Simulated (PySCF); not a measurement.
Molecule: C₄H₈OS, SMILES C(/SC)=C/OC. Atoms near the plane z = 0.0 Å, at the GFN2-xTB optimised geometry (x, y, z in Å): C1 (1.4, -2.2, 0.2), O2 (0.8, -1.0, 0.0), C3 (-0.6, -1.0, 0.0), C4 (-1.4, 0.1, 0.0), S5 (-1.0, 1.8, 0.0), C6 (0.8, 1.9, 0.4), H7 (2.4, -2.1, 0.1), H9 (1.0, -2.9, -0.6), H10 (-1.1, -1.9, 0.0), H11 (-2.4, 0.0, 0.0), H12 (1.1, 2.9, 0.5), H13 (1.4, 1.4, -0.3).

Calculation: PBE/def2-TZVP (PySCF 2.14.0). Cells within 0.4 Å of a nucleus heavier than hydrogen are left out (blank, or x). The values are rescaled to run from 0 to 1.

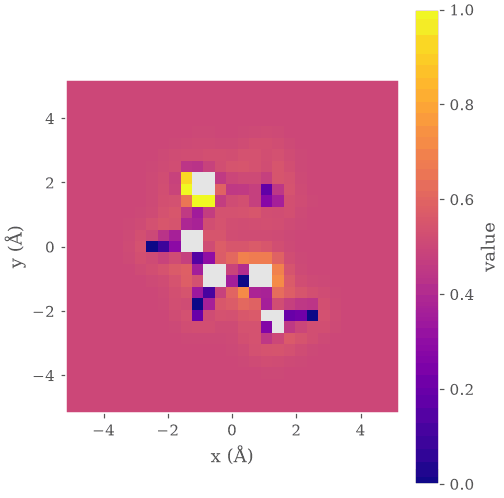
a field on the plane z = 0.0 Å.

### Question
Which quantity is mapped?
(A) an orbital amplitude
(B) electrostatic potential
(C) electron localisation function
(D) Laplacian of the electron density

### Answer
D, Laplacian of the electron density. In full: Laplacian of the electron density (e/bohr⁵), clipped to [-1.50, 1.50].
